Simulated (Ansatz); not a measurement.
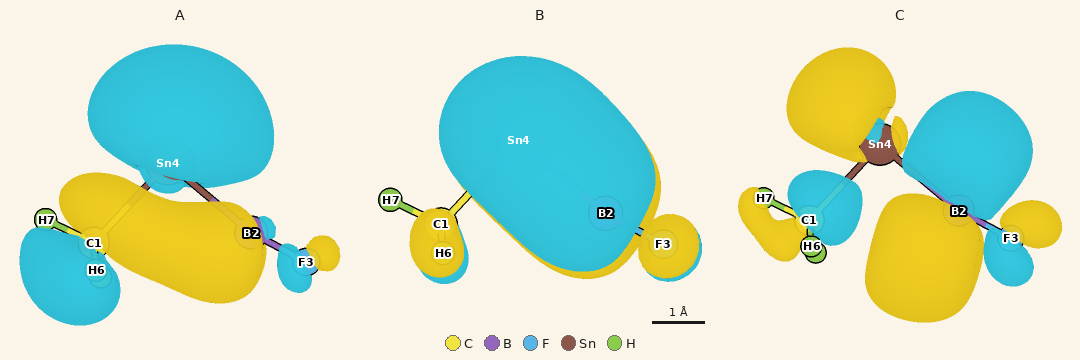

The picture shows: CH₃BFSn (SMILES [CH3]/[Sn]=[B]/F) (doublet). Three frontier orbitals at ±0.06 Å⁻³ᐟ² (yellow and cyan are the two phases), in no order.

Geometry: PBE0-D3(BJ)/def2-SVP; core potentials replace the inner electrons of Sn.

The calculation used isolated molecule in a Gaussian basis; Kohn-Sham density functional theory, functional PBE0 in Ansatz.

```tsv
atom	x (Å)	y (Å)	z (Å)
C	-1.0355	-0.3803	0.2071
B	0.2461	0.5944	-2.5876
F	1.1433	0.4367	-3.4855
Sn	-1.4539	1.2168	-1.2940
H	-1.1202	-1.3819	-0.2378
H	-0.0355	-0.2649	0.6485
H	-1.7892	-0.2782	1.0008
```

**Which picture is the HOMO−1, the HOMO and the LUMO? All are α orbitals.**

A is the HOMO−1 (α) (−6.54 eV). By Hirshfeld shares it lies mainly on Sn4 (about 60 %), C1 (about 20 %) and B2 (about 10 %). B is the HOMO (α) (−5.26 eV). Its weight (Hirshfeld) is mainly on Sn4 (about 55 %) and B2 (about 35 %); π-bonding across Sn4–B2. C is the LUMO (α) (−1.85 eV). By Hirshfeld shares it lies mainly on B2 (about 50 %), Sn4 (about 25 %), F3 (about 10 %) and C1 (about 10 %).

**What is the gap between the highest occupied and lowest empty α orbitals?**

3.41 eV between the orbital energies.
